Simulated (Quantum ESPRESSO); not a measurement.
# HfN(001), 4 layers against a metal electrode: a series in the charge of the slab, part 2 of 4

Wanted: a table for HfN(001), 4 layers against a metal electrode against the charge of the slab, and what can be fitted to it.

Quantum ESPRESSO 7.5; plane-wave DFT, PBE, GBRV ultrasoft pseudopotentials.

So far. Step 2 (Variable-cell relaxation of the reference):  The last row is no step: it is a fresh SCF in the final cell with a new plane-wave basis, +0 meV from the row before.

## 3. Relaxing the ions of the reference

What the set-up leaves free in this member is relaxed.

System of this step: HfN(001), 4 layers. The cell holds 8 atoms: 4 Hf and 4 N. Its edges and angles: a = 3.212 Å, b = 3.212 Å, c = 21.842 Å, α = 90.0°, β = 90.0°, γ = 90.0°. It derives from HfN. Vacuum lies along c.

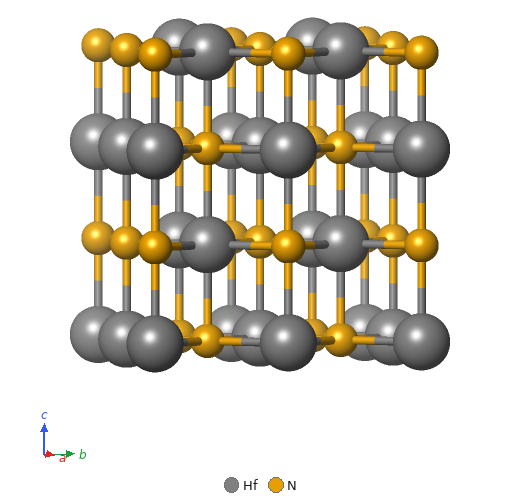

The cell of this step (hafnium grey, nitrogen orange). 2×2×1 cells are drawn. Some periodic images of atoms are drawn too.

ref.relax.in

```
&control
  prefix = 'ref.relax'
  outdir = './out'
  pseudo_dir = './pseudo'
  nstep = 40
  forc_conv_thr = 0.001
  calculation = 'relax'
/
&system
  ibrav = 0
  nat = 8
  ntyp = 2
  ecutwfc = 40
  ecutrho = 200
  occupations = 'smearing'
  smearing = 'mv'
  degauss = 0.02
/
&electrons
  conv_thr = 1e-08
  mixing_beta = 0.4
  electron_maxstep = 120
  mixing_mode = 'local-TF'
/
&ions
/
ATOMIC_SPECIES
  Hf  178.4900  hf_pbe_v1.uspp.F.UPF
  N   14.0070  n_pbe_v1.2.uspp.F.UPF
CELL_PARAMETERS angstrom
  3.21153019400000 0.00000000000000 0.00000000000000
  0.00000000000000 3.21153019400000 0.00000000000000
  0.00000000000000 0.00000000000000 21.84184125969383
ATOMIC_POSITIONS crystal
  Hf  0.000000000000 0.000000000000 0.343878954608
  N   0.500000000000 0.500000000000 0.343878954608
  Hf  0.500000000000 0.500000000000 0.447959651536
  N   0.000000000000 0.000000000000 0.447959651536
  Hf  0.000000000000 0.000000000000 0.552040348464
  N   0.500000000000 0.500000000000 0.552040348464
  Hf  0.500000000000 0.500000000000 0.656121045392
  N   0.000000000000 0.000000000000 0.656121045392
K_POINTS automatic
  8 8 1 0 0 0
```

Command:

```bash
OMP_NUM_THREADS=1 mpirun -n 4 pw.x -nk 4 -in ref.relax.in > ref.relax.out
```

Log:

```text
[banner, memory and clock lines left out]
Program PWSCF v.7.5 starts

          URL

     Message from routine setup:
     using ibrav=0 with symmetry is DISCOURAGED, use correct ibrav instead

     G-vector sticks info

     bravais-lattice index     =            0
     lattice parameter (alat)  =       6.0689  a.u.
     unit-cell volume          =    1520.2320 (a.u.)^3
     number of atoms/cell      =            8
     number of atomic types    =            2
     number of electrons       =        68.00
     number of Kohn-Sham states=           41
     kinetic-energy cutoff     =      40.0000  Ry
     charge density cutoff     =     200.0000  Ry
     scf convergence threshold =      1.0E-08
     mixing beta               =       0.4000
     number of iterations used =            8  local-TF  mixing
     energy convergence thresh.=      1.0E-04
     force convergence thresh. =      1.0E-03
     Exchange-correlation= SLA  PW   PBE  PBE
                           (   1   4   3   4   0   0   0)
     nstep                     =           40

     celldm(1)=   6.068913  celldm(2)=   0.000000  celldm(3)=   0.000000
     celldm(4)=   0.000000  celldm(5)=   0.000000  celldm(6)=   0.000000

     crystal axes: (cart. coord. in units of alat)
               a(1) = (   1.000000   0.000000   0.000000 )
               a(2) = (   0.000000   1.000000   0.000000 )
               a(3) = (   0.000000   0.000000   6.801070 )

     reciprocal axes: (cart. coord. in units 2 pi/alat)
               b(1) = (  1.000000  0.000000  0.000000 )
               b(2) = (  0.000000  1.000000  0.000000 )
               b(3) = (  0.000000  0.000000  0.147036 )

     PseudoPot. # 1 for Hf read from file:
     ./pseudo/hf_pbe_v1.uspp.F.UPF
     Pseudo is Ultrasoft + core correction, Zval = 12.0
     Generated by new atomic code, or converted to UPF format
     Using radial grid of  921 points,  8 beta functions with:
                l(1) =   0
                l(2) =   0
                l(3) =   0
                l(4) =   1
                l(5) =   1
                l(6) =   2
                l(7) =   2
                l(8) =   3
     Q(r) pseudized with  6 coefficients,  rinner =    1.200   1.200   1.200
                                                       1.200   1.200   1.200
                                                       1.200

     PseudoPot. # 2 for N  read from file:
     ./pseudo/n_pbe_v1.2.uspp.F.UPF
     Pseudo is Ultrasoft + core correction, Zval =  5.0
     Generated by new atomic code, or converted to UPF format
     Using radial grid of  729 points,  4 beta functions with:
                l(1) =   0
                l(2) =   0
                l(3) =   1
                l(4) =   1
     Q(r) pseudized with  8 coefficients,  rinner =    0.900   0.900   0.900

     atomic species   valence    mass     pseudopotential
     Hf               12.00   178.49000     Hf( 1.00)
     N                 5.00    14.00700     N ( 1.00)

     16 Sym. Ops., with inversion, found ( 8 have fractional translation)

   Cartesian axes

     site n.     atom                  positions (alat units)
         1        Hf     tau(   1) = (   0.0000000   0.0000000   2.3387448  )
         2        N      tau(   2) = (   0.5000000   0.5000000   2.3387448  )
         3        Hf     tau(   3) = (   0.5000000   0.5000000   3.0466049  )
         4        N      tau(   4) = (   0.0000000   0.0000000   3.0466049  )
         5        Hf     tau(   5) = (   0.0000000   0.0000000   3.7544650  )
         6        N      tau(   6) = (   0.5000000   0.5000000   3.7544650  )
         7        Hf     tau(   7) = (   0.5000000   0.5000000   4.4623251  )
         8        N      tau(   8) = (   0.0000000   0.0000000   4.4623251  )

     number of k points=    15  Marzari-Vanderbilt smearing, width (Ry)=  0.0200
                       cart. coord. in units 2pi/alat
        k(    1) = (   0.0000000   0.0000000   0.0000000), wk =   0.0312500
        k(    2) = (   0.0000000   0.1250000   0.0000000), wk =   0.1250000
        k(    3) = (   0.0000000   0.2500000   0.0000000), wk =   0.1250000
        k(    4) = (   0.0000000   0.3750000   0.0000000), wk =   0.1250000
        k(    5) = (   0.0000000  -0.5000000   0.0000000), wk =   0.0625000
        k(    6) = (   0.1250000   0.1250000   0.0000000), wk =   0.1250000
        k(    7) = (   0.1250000   0.2500000   0.0000000), wk =   0.2500000
        k(    8) = (   0.1250000   0.3750000   0.0000000), wk =   0.2500000
        k(    9) = (   0.1250000  -0.5000000   0.0000000), wk =   0.1250000
        k(   10) = (   0.2500000   0.2500000   0.0000000), wk =   0.1250000
        k(   11) = (   0.2500000   0.3750000   0.0000000), wk =   0.2500000
        k(   12) = (   0.2500000  -0.5000000   0.0000000), wk =   0.1250000
        k(   13) = (   0.3750000   0.3750000   0.0000000), wk =   0.1250000
        k(   14) = (   0.3750000  -0.5000000   0.0000000), wk =   0.1250000
        k(   15) = (  -0.5000000  -0.5000000   0.0000000), wk =   0.0312500

     Dense  grid:    72785 G-vectors     FFT dimensions: (  30,  30, 192)

     Smooth grid:    51999 G-vectors     FFT dimensions: (  30,  30, 180)

     Check: negative core charge=   -0.000019

     Initial potential from superposition of free atoms

     starting charge      60.0000, renormalised to      68.0000

     negative rho (up, down):  4.789E-01 0.000E+00
     Starting wfcs are   68 randomized atomic wfcs

     per-process dynamical memory:    91.6 Mb

     Self-consistent Calculation

     iteration #  1     ecut=    40.00 Ry     beta= 0.40
     Davidson diagonalization with overlap
     ethr =  1.00E-02,  avg # of iterations =  7.4

     negative rho (up, down):  4.468E-01 0.000E+00

     total energy              =    -718.35248102 Ry
     estimated scf accuracy    <      21.07921784 Ry

     iteration #  2     ecut=    40.00 Ry     beta= 0.40
     Davidson diagonalization with overlap
     ethr =  1.00E-02,  avg # of iterations =  1.2

     negative rho (up, down):  4.270E-01 0.000E+00

     total energy              =    -717.51913686 Ry
     estimated scf accuracy    <       4.88271908 Ry

     iteration #  3     ecut=    40.00 Ry     beta= 0.40
     Davidson diagonalization with overlap
     ethr =  7.18E-03,  avg # of iterations =  2.4

     negative rho (up, down):  4.039E-01 0.000E+00

     total energy              =    -717.24391743 Ry
     estimated scf accuracy    <       1.19809720 Ry

     iteration #  4     ecut=    40.00 Ry     beta= 0.40
     Davidson diagonalization with overlap
     ethr =  1.76E-03,  avg # of iterations =  7.3

[...]
Total force =     0.004166     Total SCF correction =     0.000029
     Energy error            =      9.8E-05 Ry
     Gradient error          =      2.4E-03 Ry/Bohr

     number of scf cycles    =   7
     number of bfgs steps    =   6

     energy             old  =    -717.2851696862 Ry
     energy             new  =    -717.2852679936 Ry

     CASE: energy            _new < energy            _old

     new trust radius        =       0.0096118426 bohr
     new conv_thr            =            1.0E-10 Ry

ATOMIC_POSITIONS (crystal)
Hf               0.0000000000        0.0000000000        0.3484007494
N                0.5000000000        0.5000000000        0.3416475583
Hf               0.5000000000        0.5000000000        0.4495167916
N                0.0000000000        0.0000000000        0.4460546957
Hf               0.0000000000        0.0000000000        0.5504832084
N                0.5000000000        0.5000000000        0.5539453043
Hf               0.5000000000        0.5000000000        0.6515992506
N                0.0000000000        0.0000000000        0.6583524417

     XML data file
     NEW-OLD atomic charge density approx. for the potential

     Check: negative core charge=   -0.000018

     negative rho (up, down):  4.415E-01 0.000E+00

     per-process dynamical memory:   104.7 Mb

     Self-consistent Calculation

     iteration #  1     ecut=    40.00 Ry     beta= 0.40
     Davidson diagonalization with overlap
     ethr =  1.00E-06,  avg # of iterations =  6.9

     negative rho (up, down):  4.416E-01 0.000E+00

     total energy              =    -717.28555833 Ry
     estimated scf accuracy    <       0.01089457 Ry

     iteration #  2     ecut=    40.00 Ry     beta= 0.40
     Davidson diagonalization with overlap
     ethr =  1.60E-05,  avg # of iterations =  1.0

     negative rho (up, down):  4.417E-01 0.000E+00

     total energy              =    -717.28489401 Ry
     estimated scf accuracy    <       0.00527259 Ry

     iteration #  3     ecut=    40.00 Ry     beta= 0.40
     Davidson diagonalization with overlap
     ethr =  7.75E-06,  avg # of iterations =  3.3

     negative rho (up, down):  4.416E-01 0.000E+00

     total energy              =    -717.28528353 Ry
     estimated scf accuracy    <       0.00011790 Ry

     iteration #  4     ecut=    40.00 Ry     beta= 0.40
     Davidson diagonalization with overlap
     ethr =  1.73E-07,  avg # of iterations =  2.5

     negative rho (up, down):  4.416E-01 0.000E+00

     total energy              =    -717.28529901 Ry
     estimated scf accuracy    <       0.00008821 Ry

     iteration #  5     ecut=    40.00 Ry     beta= 0.40
     Davidson diagonalization with overlap
     ethr =  1.30E-07,  avg # of iterations =  2.1

     negative rho (up, down):  4.416E-01 0.000E+00

     total energy              =    -717.28530333 Ry
     estimated scf accuracy    <       0.00000589 Ry

     iteration #  6     ecut=    40.00 Ry     beta= 0.40
     Davidson diagonalization with overlap
     ethr =  8.66E-09,  avg # of iterations =  4.2

     negative rho (up, down):  4.416E-01 0.000E+00

     total energy              =    -717.28530311 Ry
     estimated scf accuracy    <       0.00000311 Ry

     iteration #  7     ecut=    40.00 Ry     beta= 0.40
     Davidson diagonalization with overlap
     ethr =  4.58E-09,  avg # of iterations =  2.0

     negative rho (up, down):  4.416E-01 0.000E+00

     total energy              =    -717.28530243 Ry
     estimated scf accuracy    <       0.00000149 Ry

     iteration #  8     ecut=    40.00 Ry     beta= 0.40
     Davidson diagonalization with overlap
     ethr =  2.20E-09,  avg # of iterations =  3.8

     negative rho (up, down):  4.416E-01 0.000E+00

     total energy              =    -717.28530265 Ry
     estimated scf accuracy    <       0.00000294 Ry

     iteration #  9     ecut=    40.00 Ry     beta= 0.40
     Davidson diagonalization with overlap
     ethr =  2.20E-09,  avg # of iterations =  1.3

     negative rho (up, down):  4.416E-01 0.000E+00

     total energy              =    -717.28530259 Ry
     estimated scf accuracy    <       0.00000070 Ry

     iteration # 10     ecut=    40.00 Ry     beta= 0.40
     Davidson diagonalization with overlap
     ethr =  1.04E-09,  avg # of iterations =  3.1

     negative rho (up, down):  4.416E-01 0.000E+00

     total energy              =    -717.28530265 Ry
     estimated scf accuracy    <       0.00000002 Ry

     iteration # 11     ecut=    40.00 Ry     beta= 0.40
     Davidson diagonalization with overlap
     ethr =  2.79E-11,  avg # of iterations =  5.0

     negative rho (up, down):  4.416E-01 0.000E+00

     total energy              =    -717.28530266 Ry
     estimated scf accuracy    <       0.00000003 Ry

     iteration # 12     ecut=    40.00 Ry     beta= 0.40
     Davidson diagonalization with overlap
     ethr =  2.79E-11,  avg # of iterations =  2.8

     negative rho (up, down):  4.416E-01 0.000E+00

     total energy              =    -717.28530266 Ry
     estimated scf accuracy    <          7.4E-10 Ry

     iteration # 13     ecut=    40.00 Ry     beta= 0.40
     Davidson diagonalization with overlap
     ethr =  1.08E-12,  avg # of iterations =  4.3

     negative rho (up, down):  4.416E-01 0.000E+00

     total energy              =    -717.28530266 Ry
     estimated scf accuracy    <          5.7E-10 Ry

     iteration # 14     ecut=    40.00 Ry     beta= 0.40
     Davidson diagonalization with overlap
     ethr =  8.45E-13,  avg # of iterations =  2.1

     negative rho (up, down):  4.416E-01 0.000E+00

     End of self-consistent calculation

          k = 0.0000 0.0000 0.0000 (  6459 PWs)   bands (ev):

   -56.6983 -56.6981 -56.3878 -56.3427 -25.7414 -25.7058 -25.2872 -25.2169
   -25.2169 -25.1912 -25.1912 -25.0225 -25.0225 -24.9163 -24.8753 -24.8753
   -10.9013 -10.3003  -9.5271  -9.4071  -0.1052   0.2640   1.7094   2.0418
     2.3039   2.3039   2.3291   2.3291   2.6760   3.4440   3.4440   3.5408
     3.5457   3.5457   4.7011   5.7130   6.1284   6.3863   6.3863   6.7749
     7.6828

          k = 0.0000 0.1250 0.0000 (  6486 PWs)   bands (ev):

   -56.6954 -56.6952 -56.3835 -56.3418 -25.7247 -25.7137 -25.3825 -25.2850
   -25.2011 -25.1831 -25.1797 -25.1174 -25.0138 -24.9310 -24.8862 -24.8755
   -10.6853 -10.1226  -9.3397  -9.2221  -0.2601   0.1087   1.1817   1.3362
     1.8037   1.8635   1.8693   2.0308   2.3507   2.4637   2.9171   2.9838
     3.8801   4.5771   5.4712   6.2381   6.2583   6.3823   6.5396   7.1052
     7.8959

          k = 0.0000 0.2500 0.0000 (  6492 PWs)   bands (ev):

   -56.6884 -56.6883 -56.3724 -56.3404 -25.7483 -25.6956 -25.5577 -25.4540
   -25.2607 -25.2505 -25.1622 -25.1509 -24.9965 -24.9907 -24.8851 -24.8792
   -10.1274  -9.6773  -8.8554  -8.7491  -0.9181  -0.6766   0.1776   0.3908
     0.9792   0.9866   1.0193   1.0876   1.7030   1.8435   1.9717   2.0004
     5.4755   6.0742   6.0883   6.7044   7.0089   7.0833   7.6858   7.6965
     8.3033

          k = 0.0000 0.3750 0.0000 (  6452 PWs)   bands (ev):

   -56.6814 -56.6813 -56.3588 -56.3414 -25.8069 -25.7544 -25.6636 -25.6216
   -25.3592 -25.3288 -25.1227 -25.1203 -24.9947 -24.9582 -24.9190 -24.8938
    -9.4758  -9.2141  -8.2993  -8.2272  -1.8288  -1.7349  -0.7149  -0.6161
     0.3071   0.3326   0.4508   0.5243   1.2531   1.2630   1.5086   1.5876
     6.5460   7.1324   7.5119   7.7602   8.0415   8.3233   8.7947   8.9063
     9.0021

          k = 0.0000-0.5000 0.0000 (  6488 PWs)   bands (ev):

   -56.6784 -56.6784 -56.3475 -56.3475 -25.8258 -25.8258 -25.6920 -25.6920
   -25.3647 -25.3647 -25.1068 -25.1068 -24.9630 -24.9630 -24.9226 -24.9226
    -9.0891  -9.0891  -8.0130  -8.0130  -2.2065  -2.2065  -1.1155  -1.1155
     0.0706   0.0706   0.3705   0.3705   0.9965   0.9965   1.4526   1.4526
     7.1722   7.1722   8.6076   8.6076   8.6953   8.6953   9.2328   9.2333
     9.5290

          k = 0.1250 0.1250 0.0000 (  6473 PWs)   bands (ev):

   -56.6925 -56.6924 -56.3793 -56.3407 -25.7145 -25.7096 -25.4074 -25.
[key lines of the parts left out:]
the Fermi energy is     6.2600 ev
convergence has been achieved in  17 iterations
```

Run time: 5.7 min. Hardware: 4 MPI ranks of Intel Xeon Platinum 8375C at 2.90GHz (Ice Lake), shared host; peak memory 0.95 GiB.

Relaxation path:

| step | energy less that of the first step (eV) | largest force (eV/Å) |
| --- | --- | --- |
| 1 | 0.0000 | 1.3763 |
| 2 | -0.1101 | 0.9883 |
| 3 | -0.1834 | 0.4937 |
| 4 | -0.2063 | 0.2342 |
| 5 | -0.2085 | 0.1684 |
| 6 | -0.2101 | 0.1086 |
| 7 | -0.2114 | 0.0611 |
| 8 | -0.2119 | 0.0665 |
| 9 | -0.2123 | 0.0593 |
| 10 | -0.2127 | 0.0432 |
| 11 | -0.2131 | 0.0178 |

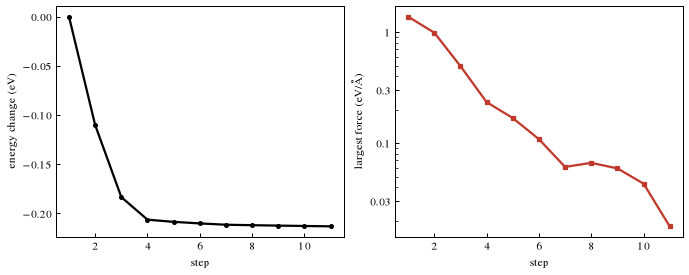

Energy and largest force along the relaxation.

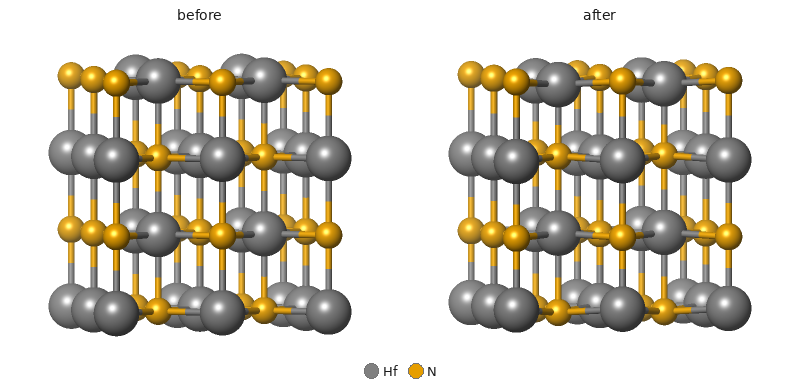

The structure before and after the relaxation, drawn at the same scale.

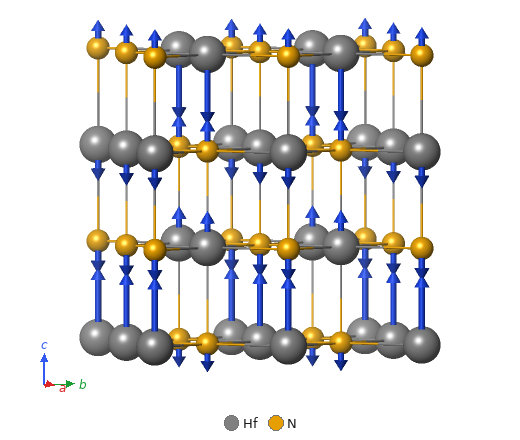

Displacements in the relaxation, exaggerated; the longest in the cell stands for 0.11 Å. 2×2×1 cells are drawn. Some periodic images of atoms are drawn too.

The atoms that moved most (Å):

| atom | dx | dy | dz | length |
| --- | --- | --- | --- | --- |
| Hf7 | 0.000 | 0.000 | -0.107 | 0.107 |
| Hf1 | 0.000 | 0.000 | 0.107 | 0.107 |
| N6 | 0.000 | 0.000 | 0.045 | 0.045 |
| N4 | 0.000 | 0.000 | -0.045 | 0.045 |
| Hf5 | 0.000 | 0.000 | -0.041 | 0.041 |
| Hf3 | 0.000 | 0.000 | 0.041 | 0.041 |
| N8 | 0.000 | 0.000 | 0.036 | 0.036 |
| N2 | 0.000 | 0.000 | -0.036 | 0.036 |

The relaxation lowers the energy by 27 meV an atom.

This step gave:

* free energy: -9759.1649 eV
* Fermi energy: 6.272 eV

(Continued in part 3 of 4.)

[Logs are printed without paths, hosts, clocks, repeated set-up lines and the standing remarks that a program may print on its own settings, such as how far it seeks lower states.]

[Hosts, paths, dates, database ids (printed as entryN), source tags and the programs' standing remarks are cut or masked in the printed files.]

[Maps of the electrostatic potential energy from Ansatz leave out the sawtooth potential of an applied field or a dipole correction, so their vacuum need not be flat; planar profiles and work functions include it.]
